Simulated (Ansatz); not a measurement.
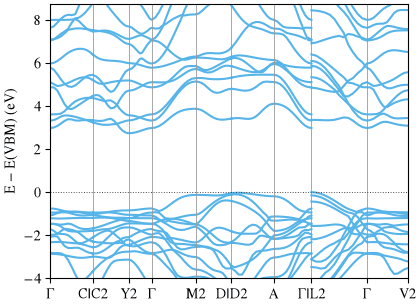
*Band structure from DFT-r²SCAN in the program Ansatz with PAW potentials*

Q: Read off the gap and where the band edges lie.

A: About 2.7 eV (2.74 eV by a search for the band edges); maximum at L2, minimum at Y2.

The material is Nb2O5 in space group C2/m (No. 12; Nb on 4i, O on 4i, O on 2a, O on 4i).

The workflow started from a Materials Project entry (that database holds measured and hypothetical structures alike); the Crystallography Open Database copy checked does not list it. COD files the formula under space group No. 3, 15, 139, so this cell is another polymorph or a model. Its standing as an ambient phase is unchecked. The r²SCAN relaxation kept the symmetry of its start; whether a distortion lowers the energy is not shown. No spin polarisation was allowed. Scalar-relativistic: spin–orbit coupling is off unless named, which matters more the heavier the elements.

Potentials: the later of the program's two PAW sets.
